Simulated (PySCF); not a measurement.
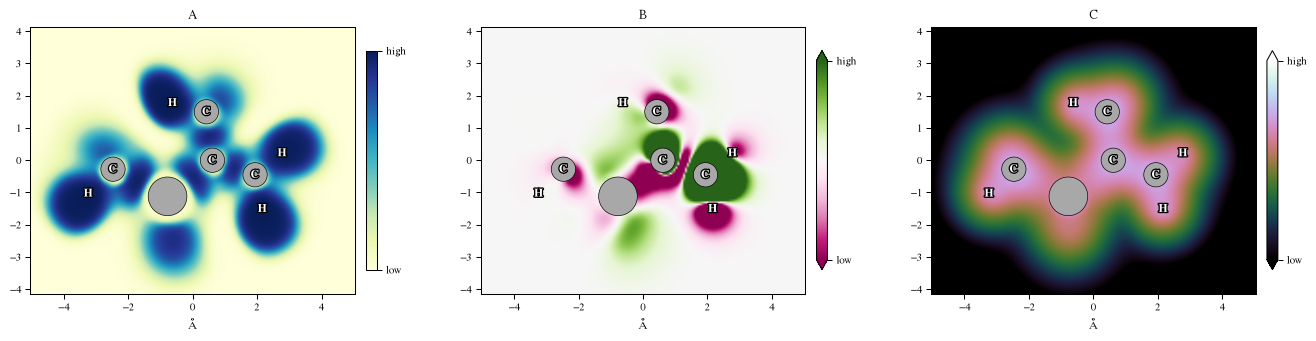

C4H10Si (SMILES [CH2-][C](C)[SiH2]C) (charge −1, doublet): 3 fields on the plane of atoms C1, C2 and C3, with unlabelled colour scales. Grey discs cover the atomic cores.

Geometry: GFN2-xTB.

The calculation used PySCF, UKS B3LYP, pcH-1 on C H Si, non-relativistic, mean-field spin-orbit, GIAO.

```xyz
15

C    -1.9602    1.1285    0.0303
C    -0.8724    0.2631   -0.1126
C    -1.2106   -1.1808   -0.4227
Si    0.8295    0.8868   -0.2802
C     2.1220   -0.5182   -0.2489
H    -2.9791    0.7671    0.0722
H    -1.8076    2.1740    0.2497
H    -0.3152   -1.7992   -0.4780
H    -1.8644   -1.6013    0.3513
H    -1.7455   -1.2845   -1.3760
H     1.3933    1.7451   -1.4326
H     1.2034    1.8338    0.8416
H     3.0985   -0.1178    0.0143
H     2.2244   -1.0031   -1.2169
H     1.8793   -1.2854    0.4811
```

Match the panels to the quantities (electron density, electron localisation function and spin density).

Answer. Panel A: electron localisation function. Panel B: spin density (confined to the atoms that carry the unpaired spin). Panel C: electron density. From the grid: C–C (1.40 Å): ρ is about 1.7 e/Å³ halfway; the ELF peaks at about 0.90 between the atoms (a covalent bond). C–H (1.08 Å): ρ at the midpoint is about 1.7 e/Å³; the ELF climbs to about 1 towards the hydrogen, as it does in any bond to H; a covalent bond by its length.
